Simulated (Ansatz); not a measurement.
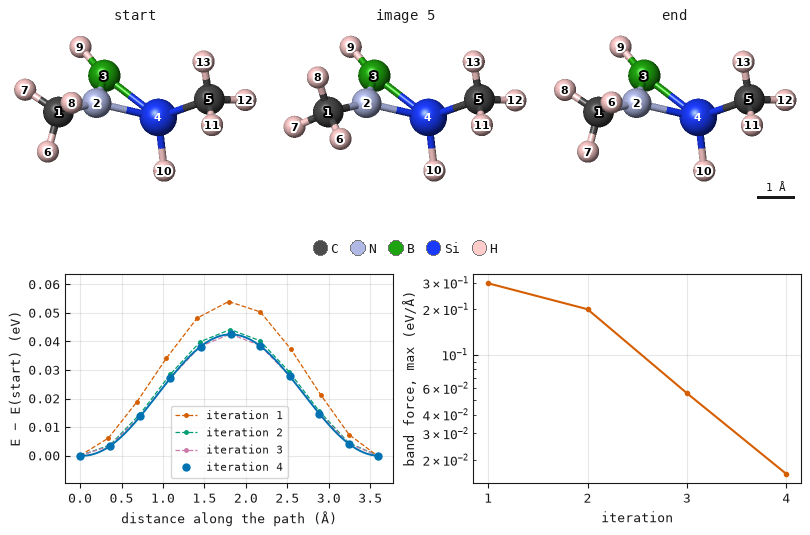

NEB run on C2H8BNSi. Images are numbered from 0 (start) to 10 (end). The plot follows the band through its iterations. A ball-and-stick model, seen from a free direction.

These are results of Ansatz, RKS PBE-D4/def2-SVP, not measurements.

Input
```yaml
crystal:
  periodic: [false, false, false]
  atoms:
    - { symbol: C, position_ang: [-0.707363, -0.58682, 1.836014] }
    - { symbol: "N", position_ang: [0.086833, -0.672599, 0.632791] }
    - { symbol: B, position_ang: [0.631346, -1.629037, -0.212735] }
    - { symbol: Si, position_ang: [0.973639, 0.237719, -0.650746] }
    - { symbol: C, position_ang: [-0.083034, 1.351945, -1.75171] }
    - { symbol: H, position_ang: [-0.142127, -0.076381, 2.645115] }
    - { symbol: H, position_ang: [-0.999054, -1.595934, 2.194597] }
    - { symbol: H, position_ang: [-1.631694, 0.003859, 1.660209] }
    - { symbol: H, position_ang: [0.633364, -2.838709, -0.264679] }
    - { symbol: H, position_ang: [2.14534, 1.019327, -0.108065] }
    - { symbol: H, position_ang: [-0.37007, 2.288102, -1.229984] }
    - { symbol: H, position_ang: [0.486504, 1.637285, -2.660687] }
    - { symbol: H, position_ang: [-1.003284, 0.826544, -2.07552] }
basis:
  gaussian: { orbitals: def2-SVP }
hamiltonian:
  xc: pbe
  dispersion: d4
neb:
  order_check: false
  images: 9
  f_tol: 0.05
  max_iterations: 60
  initial_path: idpp
  final_atoms:
    - { symbol: C, position_ang: [-0.70913805, -0.59266727, 1.83299358] }
    - { symbol: "N", position_ang: [0.04322594, -0.70150767, 0.60494244] }
    - { symbol: B, position_ang: [0.47469951, -1.66918638, -0.2914109] }
    - { symbol: Si, position_ang: [0.97542545, 0.17473908, -0.67069883] }
    - { symbol: C, position_ang: [-0.00514533, 1.42233536, -1.69619303] }
    - { symbol: H, position_ang: [-1.58713447, 0.07568632, 1.70293265] }
    - { symbol: H, position_ang: [-0.08320897, -0.15708242, 2.64121166] }
    - { symbol: H, position_ang: [-1.07204869, -1.58689937, 2.16735501] }
    - { symbol: H, position_ang: [0.36389127, -2.87103432, -0.38827639] }
    - { symbol: H, position_ang: [2.2275467, 0.82588073, -0.13575045] }
    - { symbol: H, position_ang: [-0.19233564, 2.35846092, -1.13084406] }
    - { symbol: H, position_ang: [0.56218672, 1.69241851, -2.61111948] }
    - { symbol: H, position_ang: [-0.97756444, 0.99415752, -2.0105422] }
```

Command:
```bash
ansatz run input.yaml --threads 2 --pin off --max-ram 3072MiB --backend cpu --events-out ev --progress --plain --runs-dir out
```

### Judge this run.

The result is final at these settings. The band converged in 4 iterations. The largest component of the band force went from 0.3 to 0.016 eV/Å. The climbing image converged on the top of the path. Its vibrational analysis gives one imaginary mode (130i cm⁻¹), as a transition state must have. The first iteration put the highest image at 0.054 eV. The two ends have the same energy, and the highest point, image 5, lies 0.042 eV above the start.

Cost: 98 s on 2 threads of Arm Neoverse V1, with other jobs on the host, peak memory 0.15 GiB.
